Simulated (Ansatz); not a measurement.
**A hypothetical structure for CuGe**

Starting from a made-up structure for CuGe, the aim is the relaxed cell, its shortest contacts and, where a second run follows, its electronic structure.

Program: Ansatz 0.2.0. Level of theory: DFT, PBEsol, plane-wave PAW, files of the set soft_1, scalar-relativistic, ferromagnetic start, cell and ions relaxed at zero pressure; PAW set soft_1, in the first sound run; inputs show where later runs differ. Results are calculated unless marked as measured.

### Step 1. Starting point

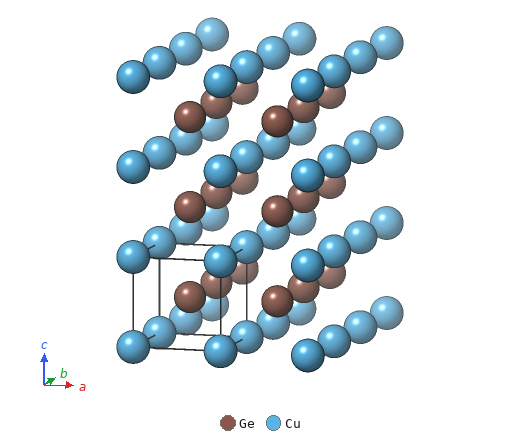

The starting structure, seen slightly off an axis (germanium brown, copper blue). 2×3×3 cells are drawn. Some periodic images of atoms are drawn too.

### Step 2. Relaxing cell and atoms

The guessed cell has no reason to be at equilibrium. It is relaxed with the atoms, within the space group of the guess.

input.yaml reads:

```yaml
crystal:
  lattice:
    - [3.142, 0.0, 0.0]
    - [0.0, 3.142, 0.0]
    - [0.0, 0.0, 3.142]
  atoms:
    - { symbol: Ge, position: [0.5, 0.5, 0.5] }
    - { symbol: Cu, position: [0.0, 0.0, 0.0], spin: 0.6 }
magnetization:
  spin_polarized: true
kpoints:
  mp_grid: { grid: [8, 8, 8] }
scf:
  occupations: { method: fermi_dirac, width: 0.05 }
hamiltonian:
  xc: pbesol
  pseudopotentials: { kind: paw, azcp: { folder: soft_1 }, xc_functional: pbe }
relax:
  f_tol: 0.015
  max_steps: 70
  cell: {}
output:
  forces: true
  stress: true
```

Run with:

```console
$ ansatz run input.yaml --threads 4 --pin off --max-ram 8192MiB --backend cpu --events-out ev --progress --plain --runs-dir out
```

Numbers of over 12 decimals in the logs are rounded to 6 here.

The program printed:

```text
Engine: ansatz 0.2.0, aarch64-unknown-linux-gnu
Pseudopotentials: kind: paw
Pseudopotential: Ge, paw, valence charge 14, recommended cutoff 420 eV (normal), soft_1/Ge.paw.azcp
Pseudopotential: Cu, paw, valence charge 19, recommended cutoff 420 eV (normal), soft_1/Cu.paw.azcp
Functional definition: PBEsol
  exchange = pbesol_x
  correlation = pbesol_c
Crystal: 2 atoms, lattice volume = 31.018 Å³
Basis set: ecut = 420 eV, 619 PW (Γ), exchange–correlation on 48×48×48 points (8 copies of the dense FFT grid, shifted against one another)
Bands: 21, of which v1, the nominal top of the filled ones, is band 17 counted from 1 (16 counted from 0)
Symmetry: 48 space group operations
Space group: Pm-3m (ITA 221), of the structure as read, at distance tolerance 3.1e-5 Å
Magnetic group: BNS 221.92 (UNI 1594), of the structure as read, at distance tolerance 3.1e-5 Å
k-points: 35 of 512
Non-local potential: Ge, projectors of the file, l = 0: 2, l = 1: 2, l = 2: 3, l = 3: 1
Non-local potential: Cu, projectors of the file, l = 0: 3, l = 1: 2, l = 2: 3, l = 3: 1
PAW form: soft (Blöchl's): semilocal exchange-correlation on the pseudo side does not see the compensation charge
PAW frozen core: Ge, regenerated for the run's functional, and the local potential with it (the file was generated under x = pbe(κ = 0.804, μ = 0.219515), c = pbe(β = 0.066725))
PAW frozen core: Cu, regenerated for the run's functional, and the local potential with it (the file was generated under x = pbe(κ = 0.804, μ = 0.219515), c = pbe(β = 0.066725))
PAW one-centre angular grid: Ge, 590 points (default); XC on 64 Gauss nodes
PAW one-centre angular grid: Cu, 590 points (default); XC on 64 Gauss nodes
Initial density: superposition of atomic densities (chi_scale 0.1, normalization cell)
Starting moments: Σ|m| = 0.6 μB on 1 of 2 sites
Initial wavefunctions: pseudopotential atomic-orbital guess
Functional: x = pbesol(κ = 0.804, μ = 0.123457), c = pbesol(β = 0.046)
SCF iter   1: F=—  HF=-10843.306149 eV  |F-HF|=—  |Δ(HF+E_count)|=         —  Δρ=1.58e-1 (↑1.58e-1 ↓9.43e-2)  dr2=1.40e1  dr2_m=3.06e-1  M=0.203 μB ∫|m|=0.253 μB  β_m=0.30  ethr=3.10e-3  ⟨swp⟩=4.7  Hψ=5820  notcnv=0
preconditioner: auto → none  [metal: Δε(μ)=0.023 eV  Ē_g=17.252 eV  σ=0.050 eV  W_gap=0.11  n_scr=6 (ndim 8)  ℏωp=33.3 eV  f_vac=0.000  D(μ)=0.96/eV (n_scr^D=6)  sad-step TF]
SCF iter   2: F=—  HF=-10842.206165 eV  |F-HF|=—  |Δ(HF+E_count)|=    1.10e0  Δρ=6.48e-2 (↑1.98e-2 ↓6.48e-2)  dr2=3.58e-1  dr2_m=4.06e-1  M=0.108 μB ∫|m|=0.109 μB  β_m=0.30  ethr=3.10e-3  ⟨swp⟩=2.3  Hψ=3525  notcnv=0  defer=16
SCF iter   3: F=—  HF=-10841.858754 eV  |F-HF|=—  |Δ(HF+E_count)|=   3.47e-1  Δρ=3.60e-2 (↑3.60e-2 ↓1.88e-2)  dr2=1.99e-1  dr2_m=1.95e-1  M=0.111 μB ∫|m|=0.112 μB  β_m=0.30  ethr=1.08e-3  ⟨swp⟩=2.0  Hψ=3452  notcnv=0  defer=16
SCF iter   4: F=—  HF=-10841.784701 eV  |F-HF|=—  |Δ(HF+E_count)|=   7.41e-2  Δρ=2.35e-2 (↑2.35e-2 ↓1.84e-2)  dr2=1.54e-2  dr2_m=1.23e-1  M=0.088 μB ∫|m|=0.089 μB  β_m=0.30  ethr=6.04e-4  ⟨swp⟩=2.0  Hψ=2393  notcnv=0  defer=16
SCF iter   5: F=—  HF=-10841.806689 eV  |F-HF|=—  |Δ(HF+E_count)|=   2.20e-2  Δρ=2.54e-2 (↑7.89e-3 ↓2.54e-2)  dr2=6.04e-2  dr2_m=7.75e-2  M=0.069 μB ∫|m|=0.070 μB  β_m=0.30  ethr=4.68e-5  ⟨swp⟩=2.0  Hψ=2402  notcnv=0  defer=16
SCF iter   6: F=—  HF=-10841.816511 eV  |F-HF|=—  |Δ(HF+E_count)|=   9.82e-3  Δρ=1.87e-2 (↑6.48e-3 ↓1.87e-2)  dr2=3.16e-2  dr2_m=4.47e-2  M=0.057 μB ∫|m|=0.058 μB  β_m=0.30  ethr=4.68e-5  ⟨swp⟩=2.2  Hψ=2348  notcnv=0  defer=16
Mixer restart at iter 6: flushing history
spin-set hold released at iteration 6 (site moments contracting): the magnetisation degrees of freedom join the quasi-Newton model from the next iteration; the mixer history was flushed
SCF iter   7: F=—  HF=-10841.817317 eV  |F-HF|=—  |Δ(HF+E_count)|=   8.06e-4  Δρ=1.23e-2 (↑1.23e-2 ↓6.48e-3)  dr2=7.50e-3  dr2_m=2.49e-2  M=0.048 μB ∫|m|=0.049 μB  β_m=0.38  ethr=4.68e-5  ⟨swp⟩=2.0  Hψ=2200  notcnv=0  defer=16
SCF iter   8: F=—  HF=-10841.820181 eV  |F-HF|=—  |Δ(HF+E_count)|=   2.86e-3  Δρ=1.27e-2 (↑1.49e-3 ↓1.27e-2)  dr2=2.69e-2  dr2_m=1.33e-2  M=0.037 μB ∫|m|=0.038 μB  β_m=0.26  ethr=2.27e-5  ⟨swp⟩=2.0  Hψ=3280  notcnv=0  defer=16
SCF iter   9: F=—  HF=-10841.817389 eV  |F-HF|=—  |Δ(HF+E_count)|=   2.79e-3  Δρ=3.48e-3 (↑3.48e-3 ↓3.38e-3)  dr2=2.17e-5  dr2_m=3.34e-3  M=0.023 μB ∫|m|=0.024 μB  β_m=0.55  ethr=2.27e-5  ⟨swp⟩=2.0  Hψ=2310  notcnv=0  defer=20
SCF iter  10: F=—  HF=-10841.817828 eV  |F-HF|=—  |Δ(HF+E_count)|=   4.39e-4  Δρ=3.12e-4 (↑1.93e-4 ↓3.12e-4)  dr2=3.62e-5  dr2_m=5.32e-6  M=0.005 μB ∫|m|=0.005 μB  β_m=0.57  ethr=6.58e-8  ⟨swp⟩=2.0  Hψ=2663  notcnv=0  defer=20
SCF iter  11: F=—  HF=-10841.817828 eV  |F-HF|=—  |Δ(HF+E_count)|=   5.87e-7  Δρ=7.36e-5 (↑7.36e-5 ↓6.46e-5)  dr2=3.35e-7  dr2_m=1.27e-6  M=0.003 μB ∫|m|=0.003 μB  β_m=0.61  ethr=6.58e-8  ⟨swp⟩=2.0  Hψ=2254  notcnv=0  defer=20
SCF iter  12: F=—  HF=-10841.817830 eV  |F-HF|=—  |Δ(HF+E_count)|=   1.96e-6  Δρ=4.30e-5 (↑4.30e-5 ↓4.13e-5)  dr2=2.73e-8  dr2_m=4.98e-7  M=0.002 μB ∫|m|=0.002 μB  β_m=0.73  ethr=3.03e-10  ⟨swp⟩=4.0  Hψ=4625  notcnv=0
SCF iter  13: F=—  HF=-10841.817832 eV  |F-HF|=—  |Δ(HF+E_count)|=   1.18e-6  Δρ=1.45e-5 (↑1.33e-5 ↓1.45e-5)  dr2=1.17e-8  dr2_m=5.24e-8  M=0.001 μB ∫|m|=0.001 μB  β_m=0.86  ethr=8.29e-11  ⟨swp⟩=3.9  Hψ=4229  notcnv=0
SCF iter  14: F=—  HF=-10841.817832 eV  |F-HF|=—  |Δ(HF+E_count)|=   1.24e-7  Δρ=2.37e-6 (↑2.37e-6 ↓2.24e-6)  dr2=1.35e-9  dr2_m=1.26e-9  M=0.000 μB ∫|m|=0.000 μB  β_m=0.93  ethr=3.54e-11  ⟨swp⟩=3.1  Hψ=3752  notcnv=0
SCF iter  15: F=-10841.817832 eV  HF=-10841.817832 eV  |F-HF|=1.27e-11  |Δ(HF+E_count)|=   3.23e-9  Δρ=2.55e-7 (↑2.55e-7 ↓1.07e-7)  dr2=1.47e-11  dr2_m=6.63e-12  M=0.000 μB ∫|m|=0.000 μB  ethr=4.08e-12  ⟨swp⟩=2.5  Hψ=3028  notcnv=0
WARN: the starting moments were not kept: the SCF closed with an absolute magnetisation of 2.1e-6 μB, where they sum to 0.6 μB in size (1 site). That is at most 0.1 of that sum. Measured as dr2_m measures the in/out step, that magnetisation stands 1.4e-12 eV from none, at or under the dr2_threshold of 1.0e-7 eV: it is no larger than a step whose dr2_m would equal this threshold. The system may hold no moment; this SC [...]
SCF 1 converged in 15 iterations: F = -10841.817832 eV  dr2 = 1.47e-11
  greatest PAW one-centre occupation: 1.000 electrons in one spin orbital (limit 2), on the Cu atom at site 1 (counted from 0), in its partial waves of l = 0
relax step   1: F+E_penalty+E_count = -10841.81783168 eV  Δ(F+E_penalty+E_count) = +0.000e0 eV  max|allowed force component| = 8.677e-30 eV/Å  Δτ_max = 0.0000 Å  P = -6.145 GPa  Ω = 31.018 Å³  (15 SCF iters, dr2 threshold 1.00e-7 eV, accepted)
Crystal: 2 atoms, lattice volume = 28.914 Å³
Basis set: ecut = 420 eV, 587 PW (Γ), exchange–correlation on 48×48×48 points (8 copies of the dense FFT grid, shifted against one another)
Initial density: handed on by an earlier stage of this run
Starting moments: Σ|m| = 0.6 μB on 1 of 2 sites; this step starts from the density that it was given
Initial wavefunctions: those handed on with the density
iter 1 solved again at ethr=3.29e-4 eV; its pass at ethr=3.10e-3 eV (dr2=1.09e-1 eV) is discarded
SCF iter   1: F=—  HF=-10841.876670 eV  |F-HF|=—  |Δ(HF+E_count)|=         —  Δρ=1.32e-2 (↑1.32e-2 ↓9.47e-3)  dr2=1.09e-1  dr2_m=1.47e-3  M=0.006 μB ∫|m|=0.006 μB  β_m=0.30  ethr=3.29e-4  ⟨swp⟩=1.0  Hψ=7610  notcnv=0
preconditioner: auto → none  [metal: Δε(μ)=0.133 eV  Ē_g=18.265 eV  σ=0.050 eV  W_gap=0.46  n_scr=6 (ndim 8)  ℏωp=34.5 eV  f_vac=0.000  D(μ)=2.09/eV (n_scr^D=26)]
SCF iter   2: F=—  HF=-10841.872793 eV  |F-HF|=—  |Δ(HF+E_count)|=   3.88e-3  Δρ=1.09e-2 (↑8.34e-3 ↓1.09e-2)  dr2=6.07e-2  dr2_m=7.88e-4  M=0.004 μB ∫|m|=0.004 μB  β_m=0.24  ethr=3.29e-4  ⟨swp⟩=2.1  Hψ=2232  notcnv=0
SCF iter   3: F=—  HF=-10841.860345 eV  |F-HF|=—  |Δ(HF+E_count)|=   1.24e-2  Δρ=1.92e-3 (↑1.92e-3 ↓1.57e-3)  dr2=4.34e-4  dr2_m=6.33e-4  M=0.004 μB ∫|m|=0.004 μB  β_m=0.40  ethr=1.84e-4  ⟨swp⟩=2.1  Hψ=2496  notcnv=0  defer=16
SCF iter   4: F=—  HF=-10841.860555 eV  |F-HF|=—  |Δ(HF+E_count)|=   2.10e-4  Δρ=6.96e-4 (↑6.96e-4 ↓5.13e-4)  dr2=3.98e-5  dr2_m=7.97e-5  M=0.002 μB ∫|m|=0.002 μB  β_m=0.70  ethr=1.32e-6  ⟨swp⟩=2.0  Hψ=2608  notcnv=0  defer=16
SCF iter   5: F=—  HF=-10841.860738 eV  |F-HF|=—  |Δ(HF+E_count)|=   1.83e-4  Δρ=8.03e-4 (↑7.02e-4 ↓8.03e-4)  dr2=4.40e-4  dr2_m=1.10e-6  M=0.001 μB ∫|m|=0.001 μB  β_m=0.70  ethr=1.21e-7  ⟨swp⟩=2.4  Hψ=2592  notcnv=0  defer=16
SCF iter   6: F=—  HF=-10841.860677 eV  |F-HF|=—  |Δ(HF+E_count)|=   6.12e-5  Δρ=1.22e-4 (↑1.01e-4 ↓1.22e-4)  dr2=9.03e-6  dr2_m=4.52e-8  M=0.000 μB ∫|m|=0.000 μB  β_m=0.66  ethr=1.21e-7  ⟨swp⟩=2.0  Hψ=1949  notcnv=0  defer=16
iter 7 did not close the SCF: its close was put off for a magnetic moment that had not settled (scf_convergence_deferred on its scf_iter line)
SCF iter   7: F=-10841.860675 eV  HF=-10841.860675 eV  |F-HF|=6.39e-8  |Δ(HF+E_count)|=   1.59e-6  Δρ=1.07e-5 (↑6.79e-6 ↓1.07e-5)  dr2=2.72e-8  dr2_m=1.54e-8  M=0.000 μB ∫|m|=0.000 μB  β_m=0.60  ethr=6.06e-10  ⟨swp⟩=2.5  Hψ=5165  notcnv=0
iter 8 did not close the SCF: its close was put off for a magnetic moment that had not settled (scf_convergence_deferred on its scf_iter line)
SCF iter   8: F=-10841.860675 eV  HF=-10841.860675 eV  |F-HF|=4.81e-9  |Δ(HF+E_count)|=   1.85e-8  Δρ=5.44e-6 (↑5.44e-6 ↓3.91e-6)  dr2=1.42e-9  dr2_m=5.34e-9  M=0.000 μB ∫|m|=0.000 μB  β_m=0.80  ethr=8.24e-11  ⟨swp⟩=1.2  Hψ=4067  notcnv=0
iter 9 did not close the SCF: its close was put off for a magnetic moment that had not settled (scf_convergence_deferred on its scf_iter line)
SCF iter   9: F=-10841.860675 eV  HF=-10841.860675 eV  |F-HF|=2.18e-11  |Δ(HF+E_count)|=   7.79e-9  Δρ=9.77e-7 (↑9.77e-7 ↓6.35e-7)  dr2=4.01e-11  dr2_m=1.57e-10  M=0.000 μB ∫|m|=0.000 μB  β_m=0.90  ethr=4.30e-12  ⟨swp⟩=1.0  Hψ=4066  notcnv=0
SCF iter  10: F=-10841.860675 eV  HF=-10841.860675 eV  |F-HF|=3.64e-12  |Δ(HF+E_count)|=  1.89e-10  Δρ=1.71e-7 (↑8.83e-8 ↓1.71e-7)  dr2=3.38e-12  dr2_m=3.41e-12  M=0.000 μB ∫|m|=0.000 μB  ethr=1.00e-12  ⟨swp⟩=1.0  Hψ=3957  notcnv=0
the starting moments were not kept: the SCF closed with an absolute magnetisation of 3.8e-6 μB, where they sum to 0.6 μB in size (1 site). That is at most 0.1 of that sum. Measured as dr2_m measures the in/out step, that magnetisation stands 3.3e-12 eV from none, at or under the dr2_threshold of 2.0e-7 eV: it is no larger than a step whose dr2_m would equal this threshold.
SCF 2 converged in 10 iterations: F = -10841.860675 eV  dr2 = 3.38e-12
relax step   2: F+E_penalty+E_count = -10841.86067519 eV  Δ(F+E_penalty+E_count) = -4.284e-2 eV  max|allowed force component| = 8.217e-31 eV/Å  Δτ_max = 0.0000 Å  P = +0.219 GPa  Ω = 28.914 Å³  energy of the carried Pulay correction = +9.890e-4 eV  (10 SCF iters, dr2 threshold 2.00e-7 eV, accepted)
Crystal: 2 atoms, lattice volume = 28.981 Å³
iter 1 solved again at ethr=3.48e-7 eV; its pass at ethr=3.10e-3 eV (dr2=1.15e-4 eV) is discarded
SCF iter   1: F=—  HF=-10841.860700 eV  |F-HF|=—  |Δ(HF+E_count)|=         —  Δρ=4.42e-4 (↑4.42e-4 ↓3.12e-4)  dr2=1.21e-4  dr2_m=1.74e-6  M=-0.000 μB ∫|m|=0.000 μB  β_m=0.30  ethr=3.48e-7  ⟨swp⟩=1.1  Hψ=6132  notcnv=0
preconditioner: auto → none  [metal: Δε(μ)=0.029 eV  Ē_g=18.310 eV  σ=0.050 eV  W_gap=0.14  n_scr=6 (ndim 8)  ℏωp=34.5 eV  f_vac=0.000  D(μ)=1.90/eV (n_scr^D=18)]
SCF iter   2: F=—  HF=-10841.860694 eV  |F-HF|=—  |Δ(HF+E_count)|=   6.05e-6  Δρ=3.58e-4 (↑2.76e-4 ↓3.58e-4)  dr2=6.58e-5  dr2_m=8.69e-7  M=-0.000 μB ∫|m|=0.000 μB  β_m=0.24  ethr=3.48e-7  ⟨swp⟩=2.0  Hψ=1910  notcnv=0
SCF iter   3: F=—  HF=-10841.860681 eV  |F-HF|=—  |Δ(HF+E_count)|=   1.30e-5  Δρ=7.11e-5 (↑7.11e-5 ↓4.48e-5)  dr2=7.73e-7  dr2_m=7.18e-7  M=-0.000 μB ∫|m|=0.000 μB  β_m=0.40  ethr=1.99e-7  ⟨swp⟩=2.0  Hψ=1814  notcnv=0
SCF iter   4: F=—  HF=-10841.860682 eV  |F-HF|=—  |Δ(HF+E_count)|=   2.06e-7  Δρ=2.94e-5 (↑1.83e-5 ↓2.94e-5)  dr2=1.17e-7  dr2_m=7.99e-8  M=-0.000 μB ∫|m|=0.000 μB  β_m=0.70  ethr=3.63e-10  ⟨swp⟩=3.8  Hψ=4276  notcnv=0
iter 5 did not close the SCF: its close was put off for a magnetic moment that had not settled (scf_convergence_deferred on its scf_iter line)
SCF iter   5: F=-10841.860682 eV  HF=-10841.860682 eV  |F-HF|=1.36e-8  |Δ(HF+E_count)|=   1.57e-7  Δρ=8.19e-6 (↑4.99e-6 ↓8.19e-6)  dr2=2.91e-8  dr2_m=2.04e-9  M=-0.000 μB ∫|m|=0.000 μB  β_m=0.70  ethr=3.55e-10  ⟨swp⟩=3.0  Hψ=4059  notcnv=0
SCF iter   6: F=-10841.860682 eV  HF=-10841.860682 eV  |F-HF|=6.08e-10  |Δ(HF+E_count)|=  1.31e-10  Δρ=6.39e-7 (↑5.86e-7 ↓6.39e-7)  dr2=1.52e-10  dr2_m=3.45e-11  M=-0.000 μB ∫|m|=0.000 μB  ethr=8.81e-11  ⟨swp⟩=1.9  Hψ=4052  notcnv=0
the starting moments were not kept: the SCF closed with an absolute magnetisation of 1.1e-5 μB, where they sum to 0.6 μB in size (1 site). That is at most 0.1 of that sum. Measured as dr2_m measures the in/out step, that magnetisation stands 2.5e-11 eV from none, at or under the dr2_threshold of 1.2e-7 eV: it is no larger than a step whose dr2_m would equal this threshold.
SCF 3 converged in 6 iterations: F = -10841.860682 eV  dr2 = 1.52e-10
relax step   3: F+E_penalty+E_count = -10841.86068175 eV  Δ(F+E_penalty+E_count) = -6.562e-6 eV  max|allowed force component| = 1.989e-30 eV/Å  Δτ_max = 0.0000 Å  P = -0.032 GPa  Ω = 28.981 Å³  energy of the carried Pulay correction = +9.561e-4 eV  (6 SCF iters, dr2 threshold 1.20e-7 eV, accepted)
Initial wavefunctions: pseudopotential atomic-orbital guess (no wavefunctions were taken with the density)
iter 1 solved again at ethr=2.94e-9 eV; its pass at ethr=3.10e-3 eV (dr2=9.70e-7 eV) is discarded
SCF iter   1: F=—  HF=-10841.859664 eV  |F-HF|=—  |Δ(HF+E_count)|=         —  Δρ=4.69e-5 (↑4.66e-5 ↓4.69e-5)  dr2=8.74e-7  dr2_m=3.50e-11  M=-0.000 μB ∫|m|=0.000 μB  β_m=0.30  ethr=2.94e-9  ⟨swp⟩=3.5  Hψ=10047  notcnv=0
preconditioner: auto → none  [metal: Δε(μ)=0.027 eV  Ē_g=18.307 eV  σ=0.050 eV  W_gap=0.14  n_scr=6 (ndim 8)  ℏωp=34.5 eV  f_vac=0.000  D(μ)=1.91/eV (n_scr^D=18)]
SCF iter   2: F=—  HF=-10841.859664 eV  |F-HF|=—  |Δ(HF+E_count)|=   1.92e-7  Δρ=1.33e-4 (↑1.33e-4 ↓1.33e-4)  dr2=1.15e-5  dr2_m=2.42e-11  M=-0.000 μB ∫|m|=0.000 μB  β_m=0.54  ethr=2.65e-9  ⟨swp⟩=2.0  Hψ=2624  notcnv=0
SCF iter   3: F=—  HF=-10841.859669 eV  |F-HF|=—  |Δ(HF+E_count)|=   5.62e-6  Δρ=1.76e-4 (↑1.76e-4 ↓1.76e-4)  dr2=2.48e-5  dr2_m=1.13e-11  M=-0.000 μB ∫|m|=0.000 μB  β_m=0.46  ethr=2.65e-9  ⟨swp⟩=2.2  Hψ=2646  notcnv=0
SCF iter   4: F=—  HF=-10841.859664 eV  |F-HF|=—  |Δ(HF+E_count)|=   5.45e-6  Δρ=1.12e-5 (↑1.11e-5 ↓1.12e-5)  dr2=5.92e-8  dr2_m=4.47e-12  M=-0.000 μB ∫|m|=0.000 μB  β_m=0.47  ethr=2.65e-9  ⟨swp⟩=2.0  Hψ=2632  notcnv=0
SCF iter   5: F=—  HF=-10841.859664 eV  |F-HF|=—  |Δ(HF+E_count)|=   2.57e-9  Δρ=2.33e-6 (↑2.25e-6 ↓2.33e-6)  dr2=2.27e-9  dr2_m=2.15e-12  M=-0.000 μB ∫|m|=0.000 μB  β_m=0.56  ethr=1.79e-10  ⟨swp⟩=2.5  Hψ=2359  notcnv=0
SCF iter   6: F=—  HF=-10841.859664 eV  |F-HF|=—  |Δ(HF+E_count)|=  6.35e-10  Δρ=3.34e-7 (↑3.23e-7 ↓3.34e-7)  dr2=6.41e-11  dr2_m=7.42e-13  M=-0.000 μB ∫|m|=0.000 μB  β_m=0.70  ethr=6.88e-12  ⟨swp⟩=2.1  Hψ=2498  notcnv=0
SCF iter   7: F=-10841.859664 eV  HF=-10841.859664 eV  |F-HF|=1.82e-12  |Δ(HF+E_count)|=  2.18e-11  Δρ=3.51e-8 (↑2.42e-8 ↓3.51e-8)  dr2=1.13e-13  dr2_m=1.62e-13  M=-0.000 μB ∫|m|=0.000 μB  ethr=1.00e-12  ⟨swp⟩=4.1  Hψ=5079  notcnv=0
the starting moments were not kept: the SCF closed with an absolute magnetisation of 7.5e-7 μB, where they sum to 0.6 μB in size (1 site). That is at most 0.1 of that sum. Measured as dr2_m measures the in/out step, that magnetisation stands 1.1e-13 eV from none, at or under the dr2_threshold of 2.0e-11 eV: it is no larger than a step whose dr2_m would equal this threshold.
SCF 4 converged in 7 iterations: F = -10841.859664 eV  dr2 = 1.13e-13
relax step   4: F+E_penalty+E_count = -10841.85966394 eV  Δ(F+E_penalty+E_count) = +1.018e-3 eV  max|allowed force component| = 1.019e-30 eV/Å  Δτ_max = 0.0000 Å  P = -0.023 GPa  Ω = 28.981 Å³  stress off target by 2.27e-2 GPa  SCF on the basis re-selected at this cell (its energy is not comparable with the rows above)  (7 SCF iters)
basis re-selected at this cell: Δ(F+E_penalty+E_count) = +1.018e-3 eV, ΔP = +0.009 GPa vs the last step (what re-selecting the basis moved, of the pressure what is left beyond the Pulay correction that the steps carried, after the strain that the cell walked since its last selection, with what the two solves' SCF thresholds leave and, on support functions, any second-order correction that the steps lacked; it is no m [...]
SCF converged after 7 iterations
Magnetization: -0.0000 μB (16.5000 up, 16.5000 down)
Absolute magnetization: 0.0000 μB (∫|ρ↑−ρ↓|, with the PAW one-centre terms)
Spin contamination: 0.0000 ħ² per cell (⟨S²⟩ above its minimum at these occupations)
Per-site moments (μB) at R_I (Å): [(-2.804913658454005e-7, 1.097303), (-2.079212932914328e-7, 1.097303)]
Free energy (F): -10841.859664 eV
Harris-Foulkes:  -10841.859664 eV  (|F-HF|=1.82e-12)
Internal energy: -10841.845490 eV  (E = F + TS)
E sigma→0 (E₀):  -10841.852577 eV
Entropy (-TS):   -0.014174 eV (-7.087 meV/atom)
Fermi energy:    14.281115 eV
--- Per-component energies (eV) ---
  E_band       = -486.843884
  E_kinetic    = 354.463920
  E_local      = -6660.011485  (includes V_loc(G=0)·N_el)
  E_nonlocal   = 1111.583018
  E_hartree    = 2945.418088
  E_xc         = -140.349716
  E_vxc        = -154.762482  (∫ρ·V_xc dr)
  E_paw        = -3749.741192  (= ΣΔE_a)
  E_vpaw       = -1028.954056  (= ΣTr[D̂ρ^β])
  E_aug_tail   = 0.001000  (compensation charges beyond the density's cutoff)
  E_ewald      = -4704.333263
  E_core_change = 1.124140  (= ΣΔE_core)
  E_smearing   = -0.014174  (= −TS)
  E_closure    = -0.000000  (closes the sum)
  Σ components = -10841.859664   (vs F -10841.859664, Δ=0.00e0)
--- Forces (eV/Å), atoms counted from 1 ---
  atom   1  Ge     0.00000000     0.00000000    -0.00000000
  atom   2  Cu    -0.00000000     0.00000000     0.00000000
  max |Σ_I F_I| component: 2.17e-30 eV/Å
--- Stress (GPa, compression-positive) ---
       -0.022690       0.000000       0.000000
        0.000000      -0.022690       0.000000
        0.000000       0.000000      -0.022690
  P = ⅓ Tr σ = -0.0227 GPa (-0.227 kbar)
--- Relaxed structure (3 steps of the walk, 3 accepted, 1 SCFs on fresh bases) ---
  F+E_penalty+E_count = -10841.85966394 eV   max|allowed force component| = 1.019e-30 eV/Å   (the final SCF, on the basis selected at the relaxed cell)
  cell:  # Å, volume = 28.9812 Å³
    - [3.071653, 0, 0]
    - [0, 3.071653, 0]
    - [0, 0, 3.071653]
  atoms:
    - { symbol: Ge, position: [0.5, 0.5, 0.5] }
    - { symbol: Cu, position: [0, 0, 0] }
```

Elapsed: 4.1 s, on 4 threads of Arm Neoverse V1, shared host; peak memory 0.34 GiB.

(Part 1 of 2 ends here.)

[Logs are printed without paths, hosts, clocks, repeated set-up lines and the standing remarks that a program may print on its own settings, such as how far it seeks lower states.]

[Hosts, paths, dates, database ids (printed as entryN), source tags and the programs' standing remarks are cut or masked in the printed files.]
